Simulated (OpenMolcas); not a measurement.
# AsH$_{3}$: energy and gradient calculation (part 3 of 3)

Continued. System: AsH$_{3}$, SMILES [AsH3]. Method: SVWN5/cc-pVTZ, RKS (OpenMolcas 26.06). The geometry comes from this level: PBE0-D4/def2-TZVP.

Geometry of the input (Å):
```
As -0.2158  0.4876  -0.3460
H  0.3499  0.6303  1.0594
H  -1.0680  -0.7055  0.0611
H  0.9339  -0.4125  -0.7745
```

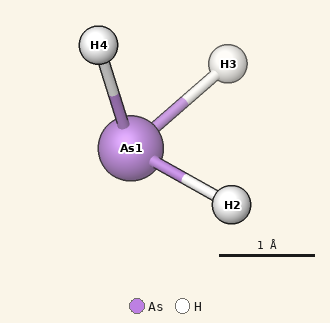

Fig. 1: The structure as given in the input (ball-and-stick view, seen at a tilt; atoms are numbered from 1 in the order of the input).

What the program printed, continued
```
       79 H4     2pz       -0.0001    0.0003   -0.0003   -0.0003    0.0022    0.0013    0.0006    0.0030    0.0009    0.0021
       80 H4     2pz       -0.0000    0.0003   -0.0002   -0.0007    0.0051    0.0001    0.0070    0.0112    0.0120    0.0008
       81 H4     3d2-       0.0001   -0.0003    0.0008   -0.0001   -0.0015   -0.0011    0.0005    0.0001    0.0005    0.0004
       82 H4     3d1-      -0.0000    0.0002   -0.0003   -0.0001    0.0009    0.0006    0.0009    0.0009    0.0004   -0.0003
       83 H4     3d0        0.0001   -0.0002    0.0005   -0.0001   -0.0006   -0.0004    0.0011    0.0004   -0.0004   -0.0009
       84 H4     3d1+       0.0001   -0.0002    0.0003    0.0001   -0.0011    0.0003   -0.0005   -0.0014   -0.0012   -0.0005
       85 H4     3d2+       0.0000   -0.0001   -0.0002   -0.0001    0.0006   -0.0013   -0.0013    0.0009   -0.0005   -0.0014

          Orbital           21        22        23        24        25        26        27        28        29        30
          Energy           -0.0001    0.1500    0.1500    0.1746    0.2032    0.2032    0.2056    0.2945    0.2945    0.3165
          Occ. No.          0.0000    0.0000    0.0000    0.0000    0.0000    0.0000    0.0000    0.0000    0.0000    0.0000

        1 AS1    1s         0.0000   -0.0000   -0.0000    0.0011   -0.0000    0.0000    0.0069   -0.0000   -0.0000    0.0116
        2 AS1    1s        -0.0016   -0.0000   -0.0000    0.0068   -0.0000    0.0000    0.0473    0.0000   -0.0000    0.0779
        3 AS1    1s        -0.0256   -0.0000   -0.0000    0.0172   -0.0001    0.0001    0.1858    0.0000   -0.0000    0.2899
        4 AS1    1s        -0.0364    0.0000    0.0000   -0.0634    0.0000   -0.0000   -0.0470    0.0000   -0.0000   -0.1560
        5 AS1    1s        -0.6045   -0.0000   -0.0000   -0.1868   -0.0003    0.0002    0.4452    0.0000   -0.0000    0.3902
        6 AS1    1s        -1.6488    0.0000    0.0000    0.0271    0.0004   -0.0002   -0.6334   -0.0000    0.0000   -0.2575
        7 AS1    2px       -0.0001    0.0261    0.0051    0.0107    0.0024    0.0016   -0.0037    0.0002   -0.0007   -0.0020
        8 AS1    2px       -0.0022    0.3022    0.0588    0.1236    0.0273    0.0176   -0.0429    0.0039   -0.0161   -0.0259
        9 AS1    2px       -0.0055   -0.2866   -0.0558   -0.1193   -0.0311   -0.0201    0.0447    0.0052   -0.0217    0.0170
       10 AS1    2px       -0.1508    1.6097    0.3133    0.6535    0.0881    0.0567   -0.2084    0.1424   -0.5889   -0.2774
       11 AS1    2px       -0.3318   -1.3921   -0.2709   -0.7445   -0.1784   -0.1151    0.1857   -0.5732    2.3704    0.1640
       12 AS1    2py        0.0002    0.0046    0.0175   -0.0242   -0.0003    0.0020    0.0085   -0.0004   -0.0003    0.0044
       13 AS1    2py        0.0050    0.0528    0.2032   -0.2793   -0.0029    0.0220    0.0970   -0.0088   -0.0071    0.0586
       14 AS1    2py        0.0125   -0.0501   -0.1927    0.2695    0.0033   -0.0251   -0.1009   -0.0118   -0.0096   -0.0384
       15 AS1    2py        0.3411    0.2812    1.0825   -1.4765   -0.0093    0.0710    0.4710   -0.3205   -0.2609    0.6271
       16 AS1    2py        0.7504   -0.2432   -0.9362    1.6821    0.0186   -0.1437   -0.4197    1.2896    1.0503   -0.3712
       17 AS1    2pz       -0.0001   -0.0098    0.0215    0.0171   -0.0019    0.0018   -0.0060   -0.0006   -0.0000   -0.0032
       18 AS1    2pz       -0.0035   -0.1141    0.2497    0.1982   -0.0210    0.0200   -0.0688   -0.0148   -0.0000   -0.0416
       19 AS1    2pz       -0.0089    0.1082   -0.2368   -0.1912    0.0239   -0.0228    0.0716   -0.0199   -0.0000    0.0273
       20 AS1    2pz       -0.2421   -0.6078    1.3303    1.0476   -0.0674    0.0643   -0.3342   -0.5403   -0.0005   -0.4450
       21 AS1    2pz       -0.5326    0.5257   -1.1505   -1.1936    0.1369   -0.1304    0.2979    2.1749    0.0019    0.2635
       22 AS1    3d2-      -0.0063    0.0528   -0.0049   -0.0125   -0.0088   -0.0060   -0.0736   -0.0478    0.0827    0.0205
       23 AS1    3d2-       0.0020   -0.0609    0.0059   -0.0056   -0.0010    0.0003    0.0156    0.0308   -0.0538    0.0063
       24 AS1    3d2-       0.0239   -0.1617    0.0143    0.0908    0.0456    0.0306    0.3638    0.4301   -0.7421   -0.1818
       25 AS1    3d1-      -0.0100   -0.0222   -0.0093   -0.0200   -0.0511    0.0829   -0.1180    0.0075   -0.0420    0.0329
       26 AS1    3d1-       0.0031    0.0272    0.0035   -0.0089    0.0107   -0.0150    0.0250    0.0023    0.0288    0.0100
       27 AS1    3d1-       0.0382    0.0632    0.0494    0.1455    0.2590   -0.4211    0.5835   -0.0959    0.3708   -0.2917
       28 AS1    3d0       -0.0008   -0.0056   -0.0452   -0.0015    0.1090    0.0084   -0.0090   -0.0751   -0.0380    0.0025
       29 AS1    3d0        0.0002   -0.0015    0.0553   -0.0007   -0.0215    0.0007    0.0019    0.0427    0.0305    0.0008
       30 AS1    3d0        0.0029    0.0398    0.1291    0.0112   -0.5527   -0.0436    0.0446    0.6983    0.3178   -0.0224
       31 AS1    3d1+       0.0044    0.0058   -0.0372    0.0089   -0.1235   -0.0128    0.0521   -0.0604   -0.0247   -0.0145
       32 AS1    3d1+      -0.0014    0.0024    0.0408    0.0040    0.0226    0.0042   -0.0110    0.0448    0.0088   -0.0044
       33 AS1    3d1+      -0.0169   -0.0437    0.1197   -0.0644    0.6269    0.0642   -0.2579    0.5196    0.2512    0.1291
       34 AS1    3d2+      -0.0057   -0.0138   -0.0010   -0.0114   -0.0112   -0.1510   -0.0668    0.0024   -0.0311    0.0186
       35 AS1    3d2+       0.0018    0.0212    0.0116   -0.0051    0.0028    0.0292    0.0141   -0.0087    0.0112    0.0057
       36 AS1    3d2+       0.0217    0.0268   -0.0269    0.0825    0.0566    0.7659    0.3304    0.0071    0.3154   -0.1653
       37 AS1    4f3-      -0.0026   -0.0070    0.0118   -0.0157   -0.0023   -0.0169   -0.0024    0.0503   -0.0186   -0.0226
       38 AS1    4f2-       0.0029    0.0013   -0.0075    0.0222   -0.0088   -0.0053    0.0077   -0.0295   -0.0171    0.0264
       39 AS1    4f1-       0.0022   -0.0028    0.0001    0.0143    0.0155   -0.0114    0.0033   -0.0115   -0.0088    0.0190
       40 AS1    4f0        0.0015    0.0154    0.0123    0.0128   -0.0093   -0.0053    0.0057    0.0233    0.0737    0.0137
       41 AS1    4f1+       0.0025   -0.0092    0.0176    0.0124    0.0039    0.0005   -0.0009    0.0836   -0.0018    0.0213
       42 AS1    4f2+      -0.0009   -0.0001    0.0082    0.0012    0.0108    0.0040    0.0064    0.0279    0.0233   -0.0061
       43 AS1    4f3+       0.0008   -0.0189   -0.0035    0.0097   -0.0005    0.0075    0.0059    0.0249   -0.0759    0.0084
       44 H2     1s        -0.0635    0.0080    0.1837    0.0806    0.0097   -0.0278    0.1377    0.0070    0.0036    0.5429
       45 H2     1s         0.1884    0.0070    0.1600    0.1194   -0.0020    0.0055    0.0915    0.3935    0.2016    0.4467
       46 H2     1s         1.1384   -0.0369   -0.8417   -0.0250   -0.0332    0.0947   -0.1036   -2.6000   -1.3316   -0.7430
       47 H2     2px        0.0044   -0.0030   -0.0065   -0.0029    0.0017    0.0008   -0.0002   -0.0110    0.0009   -0.0023
       48 H2     2px       -0.0048    0.0019    0.0256    0.0147    0.0800    0.0413   -0.0175    0.1201    0.0054    0.0235
       49 H2     2py        0.0056   -0.0005   -0.0025    0.0033    0.0007   -0.0010    0.0014   -0.0006    0.0007   -0.0058
       50 H2     2py       -0.0043    0.0003    0.0053    0.0046    0.0337   -0.0566    0.0810    0.0066   -0.0048    0.0770
       51 H2     2pz        0.0125    0.0004   -0.0168   -0.0058   -0.0007   -0.0003   -0.0001   -0.0190   -0.0125   -0.0075
       52 H2     2pz       -0.0131    0.0025    0.0634    0.0369   -0.0375   -0.0055   -0.0136    0.2248    0.1386    0.0834
       53 H2     3d2-      -0.0000   -0.0006   -0.0005    0.0003    0.0004   -0.0009    0.0019   -0.0030    0.0025   -0.0015
       54 H2     3d1-      -0.0001    0.0000   -0.0014    0.0009    0.0020   -0.0031    0.0041   -0.0028   -0.0030   -0.0038
       55 H2     3d0        0.0005    0.0002   -0.0091   -0.0053   -0.0036   -0.0013    0.0018   -0.0097   -0.0054    0.0011
       56 H2     3d1+       0.0004   -0.0010   -0.0070   -0.0042    0.0042    0.0012    0.0004   -0.0077   -0.0032    0.0014
       57 H2     3d2+       0.0001   -0.0002   -0.0013   -0.0011    0.0015    0.0025    0.0005   -0.0008   -0.0014    0.0007
       58 H3     1s        -0.0635   -0.1632   -0.0849    0.0806    0.0192    0.0224    0.1377   -0.0004   -0.0078    0.5429
       59 H3     1s         0.1885   -0.1421   -0.0739    0.1194   -0.0038   -0.0044    0.0914   -0.0223   -0.4416    0.4468
       60 H3     1s         1.1386    0.7474    0.3889   -0.0250   -0.0654   -0.0762   -0.1036    0.1470    2.9174   -0.7432
       61 H3     2px       -0.0111   -0.0100   -0.0043    0.0003   -0.0002   -0.0011   -0.0011   -0.0023   -0.0119    0.0087
       62 H3     2px        0.0104    0.0334    0.0171   -0.0230   -0.0121   -0.0540   -0.0588    0.0216    0.1400   -0.1064
       63 H3     2py       -0.0090   -0.0117   -0.0077    0.0064   -0.0005    0.0010    0.0006    0.0020   -0.0201    0.0045
       64 H3     2py        0.0100    0.0480    0.0254   -0.0310   -0.0155    0.0533    0.0421   -0.0143    0.2331   -0.0454
       65 H3     2pz        0.0016    0.0051   -0.0001   -0.0035   -0.0017    0.0007   -0.0007    0.0057    0.0073    0.0002
       66 H3     2pz       -0.0024   -0.0171   -0.0081    0.0103   -0.0833    0.0283   -0.0427   -0.0501   -0.0847   -0.0081
       67 H3     3d2-       0.0004    0.0076    0.0043   -0.0042    0.0011    0.0013    0.0037   -0.0014    0.0118   -0.0009
       68 H3     3d1-      -0.0003   -0.0042   -0.0017    0.0033    0.0031   -0.0016    0.0017   -0.0002   -0.0043   -0.0026
       69 H3     3d0       -0.0002   -0.0040   -0.0022    0.0021   -0.0034    0.0007   -0.0015   -0.0027   -0.0059    0.0005
       70 H3     3d1+      -0.0001   -0.0030   -0.0007    0.0019    0.0029   -0.0012   -0.0010   -0.0027   -0.0035   -0.0005
       71 H3     3d2+      -0.0003   -0.0027   -0.0020    0.0033   -0.0003    0.0046    0.0022    0.0004   -0.0024   -0.0035
       72 H4     1s        -0.0635    0.1551   -0.0989    0.0806   -0.0290    0.0055    0.1376   -0.0067    0.0043    0.5429
       73 H4     1s         0.1883    0.1351   -0.0861    0.1194    0.0057   -0.0010    0.0915   -0.3714    0.2401    0.4467
       74 H4     1s         1.1381   -0.7105    0.4528   -0.0250    0.0987   -0.0186   -0.1036    2.4532   -1.5861   -0.7426
       75 H4     2px        0.0108   -0.0127    0.0058   -0.0043    0.0001    0.0014    0.0001    0.0176   -0.0064   -0.0068
       76 H4     2px       -0.0111    0.0439   -0.0273    0.0303    0.0092    0.0625   -0.0005   -0.1976    0.0856    0.0770
       77 H4     2py       -0.0058    0.0077   -0.0071    0.0057   -0.0004    0.0014    0.0008   -0.0110    0.0117    0.0022
       78 H4     2py        0.0068   -0.0345    0.0226   -0.0232   -0.0262    0.0655    0.0506    0.1334   -0.1259   -0.0185
       79 H4     2pz       -0.0076    0.0042   -0.0043   -0.0016    0.0012    0.0007   -0.0012   -0.0027    0.0052    0.0067
       80 H4     2pz        0.0066   -0.0152    0.0102   -0.0120    0.0616    0.0337   -0.0670    0.0372   -0.0537   -0.0846
       81 H4     3d2-      -0.0005    0.0076   -0.0052    0.0058   -0.0003    0.0002   -0.0001   -0.0079    0.0071   -0.0024
       82 H4     3d1-       0.0001   -0.0024    0.0022   -0.0012   -0.0009   -0.0024    0.0029    0.0033   -0.0038   -0.0013
       83 H4     3d0       -0.0003    0.0041   -0.0020    0.0034   -0.0022   -0.0004    0.0004   -0.0055    0.0002   -0.0022
       84 H4     3d1+      -0.0001    0.0035   -0.0022    0.0011    0.0036    0.0008   -0.0033   -0.0065    0.0020    0.0024
       85 H4     3d2+       0.0000   -0.0021    0.0005   -0.0005   -0.0003    0.0057    0.0022    0.0027   -0.0022   -0.0015

          Orbital           31        32        33
          Energy            0.3714    0.4823    0.4823
          Occ. No.          0.0000    0.0000    0.0000

        1 AS1    1s         0.0353   -0.0000   -0.0000
        2 AS1    1s         0.2424   -0.0000   -0.0000
        3 AS1    1s         0.9919   -0.0000   -0.0000
        4 AS1    1s         0.1694    0.0000    0.0000
        5 AS1    1s         2.7144   -0.0000   -0.0001
        6 AS1    1s        -8.6803    0.0000    0.0000
        7 AS1    2px       -0.0069    0.0058    0.0258
        8 AS1    2px       -0.0766    0.0677    0.3000
        9 AS1    2px        0.0931   -0.0708   -0.3138
       10 AS1    2px       -0.1835    0.2851    1.2639
       11 AS1    2px       -0.8624   -0.0065   -0.0288
       12 AS1    2py        0.0156    0.0176    0.0040
       13 AS1    2py        0.1732    0.2045    0.0467
       14 AS1    2py       -0.2104   -0.2139   -0.0488
       15 AS1    2py        0.4150    0.8615    0.1968
       16 AS1    2py        1.9488   -0.0196   -0.0045
       17 AS1    2pz       -0.0110    0.0211   -0.0104
       18 AS1    2pz       -0.1229    0.2460   -0.1213
       19 AS1    2pz        0.1493   -0.2573    0.1269
       20 AS1    2pz       -0.2945    1.0363   -0.5111
       21 AS1    2pz       -1.3829   -0.0236    0.0116
       22 AS1    3d2-       0.0109   -0.0060    0.0947
       23 AS1    3d2-      -0.0069   -0.0001    0.0033
       24 AS1    3d2-      -0.0729    0.0978   -1.5532
       25 AS1    3d1-       0.0175   -0.0174   -0.0393
       26 AS1    3d1-      -0.0110   -0.0050   -0.0003
       27 AS1    3d1-      -0.1166    0.2917    0.6425
       28 AS1    3d0        0.0013   -0.0813   -0.0070
       29 AS1    3d0       -0.0008   -0.0010   -0.0051
       30 AS1    3d0       -0.0090    1.3302    0.1225
       31 AS1    3d1+      -0.0077   -0.0660    0.0117
       32 AS1    3d1+       0.0049   -0.0034    0.0060
       33 AS1    3d1+       0.0517    1.0847   -0.1994
       34 AS1    3d2+       0.0099   -0.0033   -0.0249
       35 AS1    3d2+      -0.0062    0.0064    0.0022
       36 AS1    3d2+      -0.0661    0.0443    0.4033
       37 AS1    4f3-       0.0627    0.0163   -0.0180
       38 AS1    4f2-      -0.0838   -0.0156   -0.0013
       39 AS1    4f1-      -0.0557   -0.0070   -0.0010
       40 AS1    4f0       -0.0472    0.0244    0.0251
       41 AS1    4f1+      -0.0523    0.0338   -0.0175
       42 AS1    4f2+       0.0019    0.0161    0.0043
       43 AS1    4f3+      -0.0340   -0.0049   -0.0360
       44 H2     1s         0.3601   -1.5384   -0.0219
       45 H2     1s        -0.2006   -0.1510   -0.0021
       46 H2     1s         2.6456    0.0193    0.0002
       47 H2     2px        0.0063    0.0003   -0.0095
       48 H2     2px       -0.1211    0.0478    0.1911
       49 H2     2py        0.0048   -0.0037   -0.0014
       50 H2     2py       -0.0340    0.1410    0.0299
       51 H2     2pz        0.0167   -0.0010    0.0040
       52 H2     2pz       -0.3021    0.1718   -0.0770
       53 H2     3d2-       0.0012   -0.0012   -0.0001
       54 H2     3d1-       0.0030   -0.0029   -0.0006
       55 H2     3d0        0.0158   -0.0157    0.0023
       56 H2     3d1+       0.0122   -0.0119   -0.0030
       57 H2     3d2+       0.0022   -0.0022   -0.0015
       58 H3     1s         0.3602    0.7503    1.3433
       59 H3     1s        -0.2006    0.0736    0.1318
       60 H3     1s         2.6457   -0.0094   -0.0168
       61 H3     2px       -0.0126    0.0007   -0.0044
       62 H3     2px        0.1859    0.0513    0.2056
       63 H3     2py       -0.0130   -0.0040    0.0029
       64 H3     2py        0.2553    0.1348    0.0380
       65 H3     2pz        0.0034   -0.0083    0.0030
       66 H3     2pz       -0.0860    0.1566   -0.0773
       67 H3     3d2-       0.0154    0.0074    0.0133
       68 H3     3d1-      -0.0075   -0.0016   -0.0075
       69 H3     3d0       -0.0080   -0.0056   -0.0059
       70 H3     3d1+      -0.0052   -0.0009   -0.0055
       71 H3     3d2+      -0.0053   -0.0044   -0.0036
       72 H4     1s         0.3600    0.7881   -1.3213
       73 H4     1s        -0.2006    0.0773   -0.1297
       74 H4     1s         2.6454   -0.0099    0.0165
       75 H4     2px        0.0141   -0.0052   -0.0045
       76 H4     2px       -0.2475    0.0361    0.2027
       77 H4     2py       -0.0091   -0.0048   -0.0043
       78 H4     2py        0.1918    0.1328    0.0254
       79 H4     2pz       -0.0078   -0.0058    0.0005
       80 H4     2pz        0.0949    0.1631   -0.0881
       81 H4     3d2-      -0.0158   -0.0081    0.0134
       82 H4     3d1-       0.0057    0.0044   -0.0041
       83 H4     3d0       -0.0077   -0.0035    0.0069
       84 H4     3d1+      -0.0075   -0.0046    0.0058
       85 H4     3d2+       0.0038   -0.0012   -0.0051
--

++    Molecular charges:
      ------------------

      Mulliken charges per centre and basis function type
      ---------------------------------------------------

                AS1     H2      H3      H4
      1s       7.7908  0.9346  0.9346  0.9347
      2px      4.9886  0.0068  0.0085  0.0093
      2pz      5.0574  0.0112  0.0070  0.0076
      2py      5.1686  0.0080  0.0105  0.0091
      3d2+     2.0057  0.0000  0.0003  0.0003
      3d1+     2.0167  0.0004  0.0002  0.0002
      3d0      2.0300  0.0005  0.0001  0.0002
      3d1-     2.0084  0.0003  0.0002  0.0002
      3d2-     2.0375  0.0001  0.0004  0.0004
      4f3+     0.0022  0.0000  0.0000  0.0000
      4f2+     0.0004  0.0000  0.0000  0.0000
      4f1+     0.0024  0.0000  0.0000  0.0000
      4f0      0.0023  0.0000  0.0000  0.0000
      4f1-     0.0004  0.0000  0.0000  0.0000
      4f2-     0.0013  0.0000  0.0000  0.0000
      4f3-     0.0014  0.0000  0.0000  0.0000
      Total   33.1142  0.9619  0.9619  0.9619

      N-E     -0.1142  0.0381  0.0381  0.0381

      Total electronic charge=   36.000000

      Total            charge=   -0.000000
--

++    Molecular properties:
      ---------------------

      Charge (e):
                      =   -0.0000
      Dipole Moment (debye):
      Origin of the operator (angstrom)=   -0.2046    0.4624   -0.3281
                   X=  1.5515E-01               Y= -3.5068E-01               Z=  2.4883E-01           Total=  4.5713E-01
      Quadrupole Moment (debye*angstrom):
      Origin of the operator (angstrom)=   -0.2046    0.4624   -0.3281
                  XX= -1.9955E+01              XY=  4.9009E-01              XZ= -3.4778E-01              YY= -2.0846E+01
                  YZ=  7.8578E-01              ZZ= -2.0296E+01
      In traceless form (debye*angstrom)
                  XX=  6.1565E-01              XY=  7.3513E-01              XZ= -5.2167E-01              YY= -7.2029E-01
                  YZ=  1.1787E+00              ZZ=  1.0464E-01
--

--- Stop Module: scf /rc=_RC_ALL_IS_WELL_ ---
--- Module scf spent 10 seconds ---

--- Start Module: alaska ---

                                              &ALASKA

                       available to each process: 1.9 GB of memory, 1 thread

                     Threshold for contributions to the gradient: 1.000E-07

                    ********************************************
                    * Symmetry Adapted Cartesian Displacements *
                    ********************************************

           Irreducible representation : a
           Basis function(s) of irrep: x, y, xy, Rz, z, xz, Ry, yz, Rx, I

 Basis Label        Type   Center Phase
   1   AS1          x         1     1
   2   AS1          y         1     1
   3   AS1          z         1     1
   4   H2           x         2     1
   5   H2           y         2     1
   6   H2           z         2     1
   7   H3           x         3     1
   8   H3           y         3     1
   9   H3           z         3     1
  10   H4           x         4     1
  11   H4           y         4     1
  12   H4           z         4     1

                     No automatic utilization of translational and rotational invariance of the energy is employed.

 Rotational correction to the DFT gradient is turned off due to close-to-degeneracy problems!

 DFT contribution computed for a moving grid.

 Conventional ERI gradients!

 **************************************************
 *              Molecular gradients               *
 **************************************************

  Irreducible representation: a
 ------------------------------------------------------------------------------------------
                              X                       Y                       Z
 ------------------------------------------------------------------------------------------
  AS1               2.07694774548139E-03   -4.70218621341090E-03    3.33024455544528E-03
  H2               -9.14566851963006E-04    9.60807673379138E-04   -1.81884624544093E-03
  H3                1.73695424671827E-04    1.98767035436731E-03   -1.06207172720785E-03
  H4               -1.33607631819377E-03    1.75370818563803E-03   -4.49326582817600E-04
 ------------------------------------------------------------------------------------------

--- Stop Module: alaska /rc=_RC_ALL_IS_WELL_ ---
--- Module alaska spent 3 seconds ---

.##################.
.# Happy landing! #.
.##################.

    Timing: Wall=16.71 User=14.56 System=2.14
```

Results in brief

| quantity | value |
| --- | --- |
| outcome | converged |
| total energy | −2234.391353 hartree |
| basis functions | 85 |
| largest force | 0.315 eV/Å |
| HOMO | −6.82 eV |
| LUMO | −0.39 eV |
| dipole moment | 0.46 debye |
| hardware | 1 thread of Arm Neoverse V1, 24 GiB of memory available, shared host |
| wall time | 17 s |
| peak memory | 0.47 GiB |
